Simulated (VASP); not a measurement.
Band structure of LiAsF$_{6}$ (space group R-3). Method: PBEsol GGA, VASP's PBE PAW potentials (set 64) (plane waves; VASP 6.6.1).

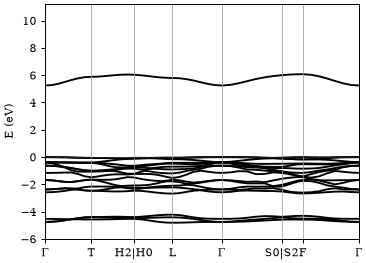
*Bands along high-symmetry lines, zero at the valence-band maximum or, without a gap, the Fermi level*

Q: Read the plot: is there a gap, and where are the band edges?

A: The gap is indirect, 5.25 eV, from the valence maximum at F to the conduction minimum at Γ.

The structure comes from a computed database's LiAsF6 entry (R-3); how it stands against other phases isn't given here. The cell was not relaxed at this level.
